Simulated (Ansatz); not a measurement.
Process, species as SMILES: [NH2] (NH2) → 2 H atom + N atom
B3LYP-D3(BJ)/def2-TZVP geometries, fixed; electronic energies without zero-point terms.

Basis-set convergence of the atomisation energy at B3LYP with Ansatz (a program for electronic structure). Cartesian d functions, on some or all atoms, in 6-31G*; all else is spherical. The program fits the integrals of some runs and decomposes those of others, by size. Open shells are unrestricted. No added dispersion term, no relativity. Functions are those of the species that has most. Reference: the value in aug-cc-pV5Z, 188.24 kcal/mol, itself unsure by roughly 0.04 kcal/mol (its mean distance from pcseg-4, aug-pcseg-3, aug-cc-pVQZ). Deviations are taken from unrounded values.

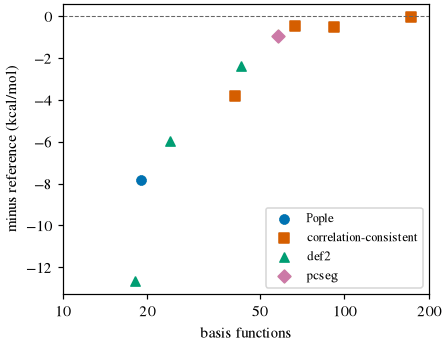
*Deviation from the reference against the number of basis functions, by family of sets.*

```tsv
basis	functions	atomisation energy (kcal/mol)	minus reference (kcal/mol)
def2-SV(P)	18	175.58	-12.65
6-31G*	19	180.42	-7.82
def2-SVP	24	182.27	-5.96
aug-cc-pVDZ	41	184.42	-3.82
def2-TZVP	43	185.87	-2.37
pcseg-2	58	187.30	-0.93
jun-cc-pV(T+d)Z	67	187.78	-0.45
aug-cc-pVTZ	92	187.74	-0.50
aug-cc-pVQZ	172	188.20	-0.04
```
